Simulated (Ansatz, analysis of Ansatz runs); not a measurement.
## V_Cd under the (011) surface of CdP2: energy against depth

Question: does neutral V_Cd prefer the (011) surface of CdP2 or the inside, and by how much? The same defect is put at one site in each of several layers from the top towards the middle of one slab. Model: a cell of 48 host atoms with 1 Cd taken out.

Method: plane-wave PAW DFT, PBEsol; a slab with vacuum, neutral defects, in Ansatz 0.2.0.

### Step 1. The structure

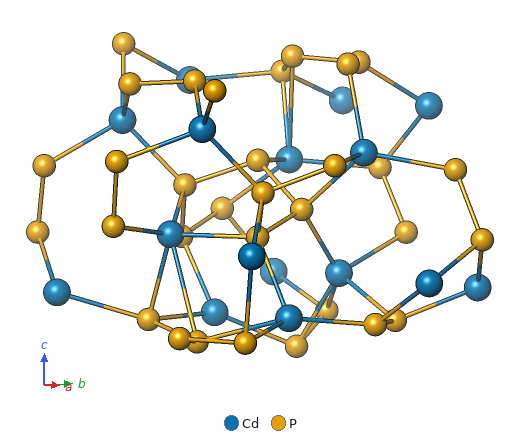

The cell as given, from the side, with the c axis up (cadmium blue, phosphorus orange). Some periodic images of atoms are drawn too.

The cell holds 47 atoms: 15 Cd and 32 P. Cell: a = 10.395 Å, b = 11.328 Å, c = 22.000 Å, α = 90.0°, β = 90.0°, γ = 90.0°. It derives from CdP2 (space group Pna2_1), repeated 2×1×1. Vacuum lies along c. Nearest the centre at fractional (0.643, 0.090, 0.647): P44 at 2.48 Å, P40 at 2.50 Å, P41 at 2.59 Å, P17 at 2.91 Å, P46 at 3.29 Å, Cd29 at 3.55 Å, P38 at 3.68 Å, P43 at 3.80 Å.

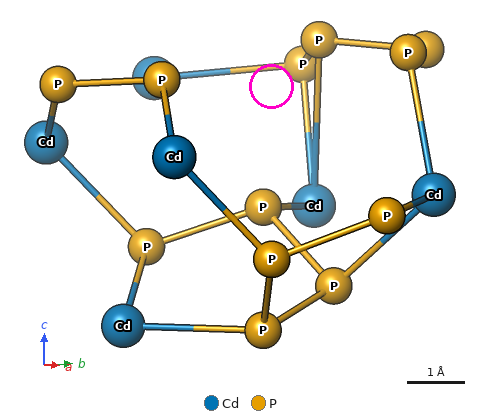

The atoms within 5 Å of the centre. A ring marks the centre wherever it is empty.

Structure file:

```xyz
47
Lattice="10.3950 0.0000 0.0000 0.0000 11.3278 0.0000 0.0000 0.0000 22.0000" Properties=species:S:1:pos:R:3
Cd    0.9259    9.8420    9.5960
Cd    4.3147    0.6180    7.7614
Cd    1.4883    3.7705    8.7732
Cd    4.1248    7.1316    8.3920
Cd    1.6994    1.0616   14.2255
Cd    3.5157    3.3102   12.0080
Cd    1.5715    5.8753   13.5719
Cd    3.5540    9.4356   13.1978
P     2.8463    0.2756    9.8644
P     0.1804    9.9878    7.1253
P     3.6640    4.4088    7.7367
P     0.5341    5.8609    9.9405
P     2.0197    7.5137   10.0200
P     4.8181    2.9295    6.7867
P     1.7998    2.0281   10.5935
P     5.1816    9.4857    7.6260
P     4.5984    2.9097   14.9653
P     0.2816    1.3932   12.0907
P     3.0313    7.2445   11.9277
P     1.1159    8.6003   14.2925
P     2.1818   10.1084   15.2976
P     4.5549    5.6485   11.7844
P     2.5715    3.5288   14.4592
P     4.3608   11.0022   11.3702
Cd    6.1816    9.7053   10.0566
Cd    9.1983    0.6574    7.7532
Cd    6.1896    3.6127    8.8845
Cd    8.9610    6.6340    8.5220
Cd    8.7778    3.1833   12.3710
Cd    6.3078    6.3531   13.5647
Cd    9.3659    9.2130   13.1314
P     7.9858    0.2454   10.0084
P     7.2047   10.0570    7.0528
P     8.2491    4.4045    7.6049
P     5.7291    5.9173    9.9902
P     7.3205    7.3981   10.3541
P     9.7755    3.0712    7.5550
P     7.0270    2.0614   10.7298
P     8.8268    8.7586    7.2143
P     7.9998    3.0515   14.8469
P     5.3569    1.4749   12.0694
P     8.3901    7.0067   12.2201
P     5.7099    8.6641   14.2986
P     7.2822    9.9405   14.4133
P     9.9632    5.4779   11.8934
P     6.2109    4.2227   14.8260
P     9.6686   10.9584   11.3176
```

The cell's shortest repeat is 10.4 Å.

### Step 2. The clean slab

The slab is cut stoichiometric, symmetric and without a dipole, at the in-plane lattice of the database's bulk structure, and all its atoms relax. Miller indices refer to pymatgen's conventional standard cell, whose axes can be ordered otherwise than in the space-group symbol.

File slab/input.yaml:

```yaml
crystal:
  lattice:
    - [5.197511, 0.0, 0.0]
    - [0.0, 11.327761, 0.0]
    - [0.0, 0.0, 22.0]
  atoms:
    - { symbol: Cd, position: [0.2477379, 0.8648458, 0.4464918] }
    - { symbol: Cd, position: [0.7477379, 0.0544027, 0.3368844] }
    - { symbol: Cd, position: [0.2477379, 0.3188505, 0.403136] }
    - { symbol: Cd, position: [0.7477379, 0.600398, 0.3802401] }
    - { symbol: Cd, position: [0.2477379, 0.0946579, 0.6631156] }
    - { symbol: Cd, position: [0.7477379, 0.2842148, 0.5535082] }
    - { symbol: Cd, position: [0.2477379, 0.5486626, 0.6197599] }
    - { symbol: Cd, position: [0.7477379, 0.8302101, 0.596864] }
    - { symbol: P, position: [0.5981211, 0.0276927, 0.4497509] }
    - { symbol: P, position: [0.0981211, 0.8915557, 0.3336252] }
    - { symbol: P, position: [0.5981211, 0.4015231, 0.3308218] }
    - { symbol: P, position: [0.0981211, 0.5177254, 0.4525544] }
    - { symbol: P, position: [0.401442, 0.652676, 0.4613275] }
    - { symbol: P, position: [0.901442, 0.2665725, 0.3220487] }
    - { symbol: P, position: [0.401442, 0.1799553, 0.4870413] }
    - { symbol: P, position: [0.901442, 0.7392932, 0.2963349] }
    - { symbol: P, position: [0.5981211, 0.2575049, 0.6663748] }
    - { symbol: P, position: [0.0981211, 0.1213679, 0.5502491] }
    - { symbol: P, position: [0.5981211, 0.6313352, 0.5474456] }
    - { symbol: P, position: [0.0981211, 0.7475375, 0.6691782] }
    - { symbol: P, position: [0.401442, 0.8824881, 0.6779513] }
    - { symbol: P, position: [0.901442, 0.4963846, 0.5386725] }
    - { symbol: P, position: [0.401442, 0.4097674, 0.7036651] }
    - { symbol: P, position: [0.901442, 0.9691053, 0.5129587] }
basis:
  ecutwfc: 420
  xc_grid: 2
hamiltonian:
  xc: pbesol
  pseudopotentials: { kind: paw, azcp: { folder: soft_1 }, xc_functional: pbe }
kpoints:
  mp_grid: { grid: [2, 1, 1] }
scf:
  occupations: { method: fermi_dirac, width: 0.01 }
  max_iter: 80
relax:
  f_tol: 0.01
  max_steps: 100
  random_displacement: { amplitude: 0.03, seed: 9116 }
output:
  forces: true
  eigenvalues: true
```

Run with:

```console
> ansatz run input.yaml --threads 32 --pin off --max-ram 84787MiB --backend cuda --events-out ev --progress --plain --runs-dir out --max-vram 78GiB
```

Numbers of over 12 decimals in the logs are rounded to 6 here.

The program printed:

```text
[...]
Engine: ansatz 0.2.0, aarch64-unknown-linux-gnu
[...]
Pseudopotential: Cd, paw, valence charge 20, recommended cutoff 420 eV (normal), soft_1/Cd.paw.azcp
Pseudopotential: P, paw, valence charge 5, recommended cutoff 420 eV (normal), soft_1/P.paw.azcp
Functional definition: PBEsol
[...]
Crystal: 24 atoms, lattice volume = 1295.276 Å³
Basis set: ecut = 420 eV, 25341 PW (Γ), exchange–correlation on 72×160×300 points (8 copies of the dense FFT grid, shifted against one another)
Bands: 144, of which v1, the nominal top of the filled ones, is band 120 counted from 1 (119 counted from 0)
[...]
k-points: 2
[...]
Functional: x = pbesol(κ = 0.804, μ = 0.123457), c = pbesol(β = 0.046)
[...]
SCF 1 converged in 14 iterations: F = -77306.444503 eV  dr2 = 1.59e-6
[...]
relax step   1: F+E_penalty+E_count = -77306.44450284 eV  Δ(F+E_penalty+E_count) = +0.000e0 eV  max|allowed force component| = 1.418e0 eV/Å  Δτ_max = 0.0000 Å  (14 SCF iters, dr2 threshold 2.50e-6 eV, [...]
[...]
SCF 2 converged in 7 iterations: F = -77307.131238 eV  dr2 = 3.94e-5
[...]
relax step   4: F+E_penalty+E_count = -77307.82044510 eV  Δ(F+E_penalty+E_count) = -3.346e-1 eV  max|allowed force component| = 4.782e-1 eV/Å  Δτ_max = 0.1975 Å  (6 SCF iters, dr2 threshold 6.68e-5 eV [...]
[...]
SCF 9 converged in 6 iterations: F = -77308.891403 eV  dr2 = 3.06e-5
[...]
SCF 15 converged in 7 iterations: F = -77308.917514 eV  dr2 = 2.22e-8
[...]
SCF converged after 7 iterations
[...]
--- Relaxed structure (15 steps of the walk, 13 accepted, 0 SCFs on fresh bases) ---
[...]
```

Elapsed: 9.8 s, on 1 × NVIDIA GB200 with 32 threads of Arm Neoverse V2, shared host; peak memory 1.2 GiB; 32 s of CPU time.

The steps of the relaxation:

```csv
step,energy less that of the first step (eV),largest force component (eV/Å)
1,0.0000,1.4185
2,-0.6867,0.6519
3,-1.0414,0.5625
4,-1.3759,0.4782
5,-1.7105,0.6128
6,-2.0079,0.4658
7,-2.2172,0.4469
8,-2.3863,0.3284
9,-2.4469,0.2128
10,-2.4630,0.1251
11,-2.4708,0.0435
12,-2.4699,0.0475
13,-2.4728,0.0146
14,-2.4728,0.0206
15,-2.4730,0.0054
```

Relaxation steps 12, 14 were tried and not accepted.

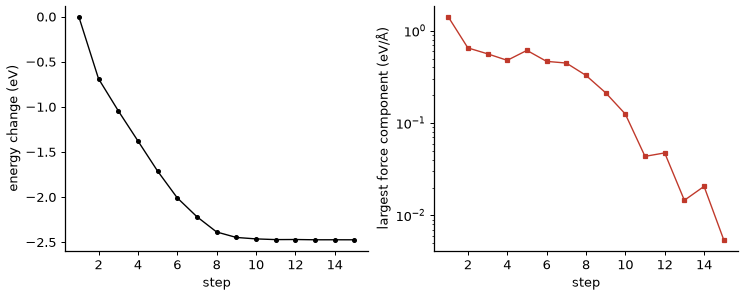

Energy and largest force along the relaxation.

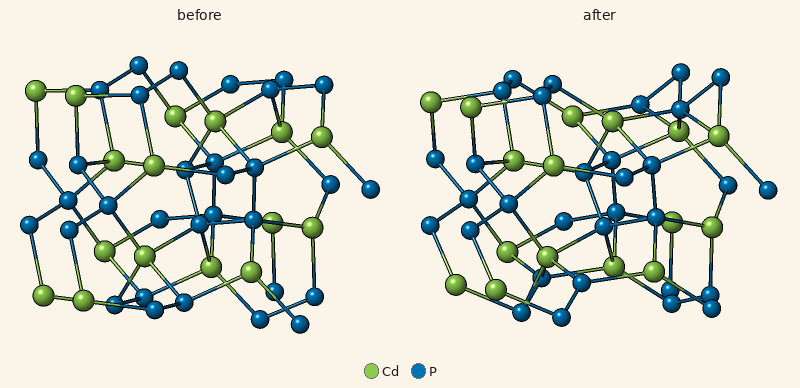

The structure before and after the relaxation, drawn at the same scale.

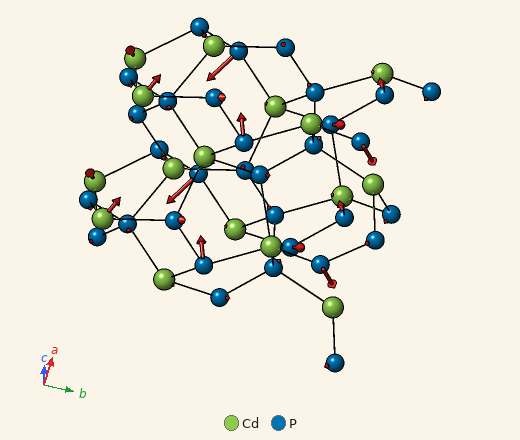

Displacements in the relaxation from the typed sites, scaled, the mean shift taken out; the longest in the cell stands for 1.28 Å. 2×1×1 cells are drawn.

The atoms that moved most (Å, from the sites as typed, ahead of the random displacement, the mean shift of all atoms taken out):

| atom | dx | dy | dz | length |
| --- | --- | --- | --- | --- |
| P16 | -0.939 | 0.699 | 0.518 | 1.280 |
| P23 | -0.938 | -0.699 | -0.519 | 1.280 |
| P11 | 0.488 | -0.230 | 0.710 | 0.892 |
| P20 | 0.488 | 0.230 | -0.709 | 0.891 |
| Cd5 | 0.490 | -0.316 | -0.392 | 0.703 |
| Cd2 | 0.489 | 0.317 | 0.392 | 0.703 |
| P14 | 0.231 | 0.181 | -0.269 | 0.398 |
| P21 | 0.231 | -0.181 | 0.268 | 0.398 |

Final coordinates:

```xyz
24
Lattice="5.1975 0.0000 0.0000 0.0000 11.3278 0.0000 0.0000 0.0000 22.0000" Properties=species:S:1:pos:R:3
Cd    1.2471    9.7980    9.8373
Cd    4.3767    0.9325    7.8103
Cd    1.2616    3.7185    8.8435
Cd    3.8987    6.9023    8.3776
Cd    1.7786    0.7555   14.2034
Cd    3.8456    3.2167   12.1759
Cd    1.3002    6.1134   13.6364
Cd    3.8608    9.2972   13.1699
P     2.9928    0.3783    9.8737
P     0.3764    9.9703    7.3916
P     3.5976    4.3175    7.9949
P     0.5830    5.9914    9.8830
P     2.1864    7.4599   10.2453
P     4.9167    3.2005    6.8233
P     1.9526    2.0948   10.7616
P     3.7472    9.0730    7.0446
P     2.9767    3.0447   14.6222
P     0.3942    1.3091   12.1399
P     3.1820    7.0239   12.1310
P     0.9984    8.6976   14.0198
P     2.3182    9.8147   15.1900
P     4.7852    5.5550   11.7690
P     1.1497    3.9419   14.9683
P     4.5518   10.9204   11.2517
```

With the common shift taken out, atoms move by up to 1.28 Å from the bulk-cut sites, and by up to 0.71 Å along the normal.

On a dense mesh the slab's energy differs by 26 meV an atom, so the supercells take one more k-point along each vector.

### Step 3. Does the supercell reconstruct?

The clean supercell is relaxed from displaced atoms, since a reconstruction that only the larger cell allows would otherwise be counted to the defect.

File pristine.relax/input.yaml:

```yaml
crystal:
  lattice:
    - [10.395022, 0.0, 0.0]
    - [0.0, 11.327761, 0.0]
    - [0.0, 0.0, 22.0]
  atoms:
    - { symbol: Cd, position: [0.11997133, 0.86495761, 0.44714925] }
    - { symbol: Cd, position: [0.4210365, 0.08232345, 0.35501439] }
    - { symbol: Cd, position: [0.12136788, 0.32826502, 0.40197754] }
    - { symbol: Cd, position: [0.37505332, 0.60932233, 0.38079872] }
[... 38 atom lines left out ...]
    - { symbol: P, position: [0.80610756, 0.62006273, 0.5514069] }
    - { symbol: P, position: [0.59604553, 0.76780854, 0.63726415] }
    - { symbol: P, position: [0.72301303, 0.86643029, 0.69045456] }
    - { symbol: P, position: [0.96033801, 0.49039072, 0.53495456] }
    - { symbol: P, position: [0.61060029, 0.34798802, 0.68037617] }
    - { symbol: P, position: [0.93788241, 0.96404013, 0.51144053] }
basis:
  ecutwfc: 420
  xc_grid: 2
hamiltonian:
  xc: pbesol
  pseudopotentials: { kind: paw, azcp: { folder: soft_1 }, xc_functional: pbe }
kpoints:
  mp_grid: { grid: [2, 2, 1] }
scf:
  occupations: { method: fermi_dirac, width: 0.01 }
  max_iter: 80
output:
  forces: true
relax:
  f_tol: 0.015
  max_steps: 80
  random_displacement: { amplitude: 0.05, seed: 9125 }
```

The program printed:

```text
[...]
Crystal: 48 atoms, lattice volume = 2590.551 Å³
Basis set: ecut = 420 eV, 50643 PW (Γ), exchange–correlation on 144×160×300 points (8 copies of the dense FFT grid, shifted against one another)
Bands: 288, of which v1, the nominal top of the filled ones, is band 240 counted from 1 (239 counted from 0)
[...]
k-points: 4
[...]
SCF 1 converged in 12 iterations: F = -154616.051503 eV  dr2 = 2.60e-6
[...]
relax step   1: F+E_penalty+E_count = -154616.05150312 eV  Δ(F+E_penalty+E_count) = +0.000e0 eV  max|allowed force component| = 9.693e-1 eV/Å  Δτ_max = 0.0000 Å  (12 SCF iters, dr2 threshold 5.63e-6 e [...]
[...]
SCF 2 converged in 6 iterations: F = -154616.682789 eV  dr2 = 2.34e-5
[...]
relax step   4: F+E_penalty+E_count = -154616.91723252 eV  Δ(F+E_penalty+E_count) = -6.835e-2 eV  max|allowed force component| = 1.245e-1 eV/Å  Δτ_max = 0.0833 Å  (8 SCF iters, dr2 threshold 1.13e-5 e [...]
[...]
SCF 8 converged in 7 iterations: F = -154617.155161 eV  dr2 = 1.65e-5
[...]
SCF 20 converged in 11 iterations: F = -154618.249371 eV  dr2 = 3.56e-8
[...]
SCF 38 converged in 9 iterations: F = -154619.579241 eV  dr2 = 3.39e-8
[...]
--- Relaxed structure (39 steps of the walk, 36 accepted, 0 SCFs on fresh bases) ---
[...]
```

The job ended after 44 s (1 × NVIDIA GB200 with 32 threads; peak memory 1.7 GiB).

Atoms end at most 1.67 Å from the small cell's positions: the larger cell lets the slab distort, and the defects are built on the new structure.

[end of part 1 of 2]

[Logs are printed without paths, hosts, clocks, repeated set-up lines and the standing remarks that a program may print on its own settings, such as how far it seeks lower states.]

[Hosts, paths, dates, database ids (printed as entryN), source tags and the programs' standing remarks are cut or masked in the printed files.]

[Maps of the electrostatic potential energy from Ansatz leave out the sawtooth potential of an applied field or a dipole correction, so their vacuum need not be flat.]
